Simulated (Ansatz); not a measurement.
Consider SiH4···AsH2 (doublet).

Input

```
crystal:
  periodic: [false, false, false]
  atoms:
    - {symbol: H, position_ang: [-0.154182, -1.394375, -0.489297]}
    - {symbol: As, position_ang: [-2.120685, 1.389809, -1.032163]}
    - {symbol: Si, position_ang: [0.881972, -0.918040, 0.462474]}
    - {symbol: H, position_ang: [-1.529634, 1.510606, 0.370818]}
    - {symbol: H, position_ang: [-0.758681, 1.692045, -1.651328]}
    - {symbol: H, position_ang: [0.233462, -0.502654, 1.731726]}
    - {symbol: H, position_ang: [1.602549, 0.237842, -0.127883]}
    - {symbol: H, position_ang: [1.845198, -2.015234, 0.735554]}
basis:
  gaussian: {orbitals: def2-TZVPP}
magnetization: {spin_polarized: true, initial_magnetization: 1}
hamiltonian: {xc: pbe0, dispersion: d4}
output: {orbitals: {seedname: orbitals}}
```

Launched as:

```sh
ansatz run in.yaml --threads 4 --pin off --events-out ev --progress --plain --max-ram 9574MiB
```

The product side of a reaction path; geometry: PBE0-D4/def2-TZVP.

Theory: Ansatz, UKS PBE0-D4/def2-TZVPP.

**Predict the electron density, electron localisation function and spin density between the atoms.**

Si3···As2 (4.07 Å): the density falls to about 0.03 e/Å³ on the way; the ELF dips to about 0 between them (a weak contact between the two molecules).
Si–H (1.49 Å): ρ is about 0.8 e/Å³ halfway; the ELF climbs to about 1 towards the hydrogen, as it does in any bond to H.
The unpaired spin (1 electron) lies mostly on As2 (about 0.9), in electrons by Hirshfeld's partition.

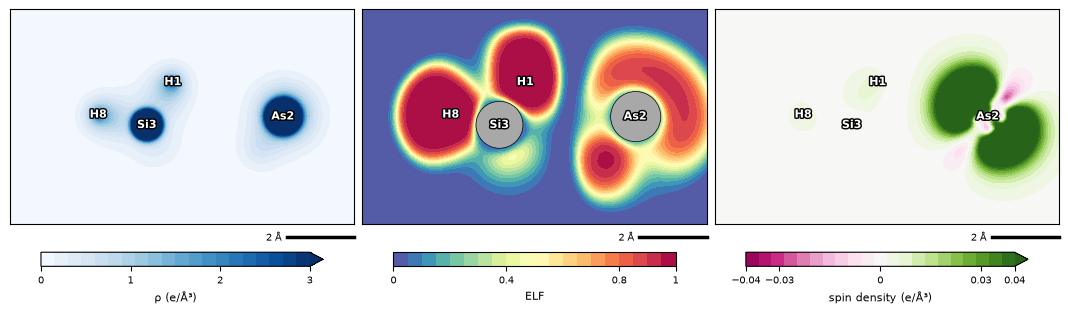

Computed electron density, electron localisation function and spin density on the plane of atoms H1, Si3 and H8, in this order. Grey discs cover the atomic cores in the ELF map. 
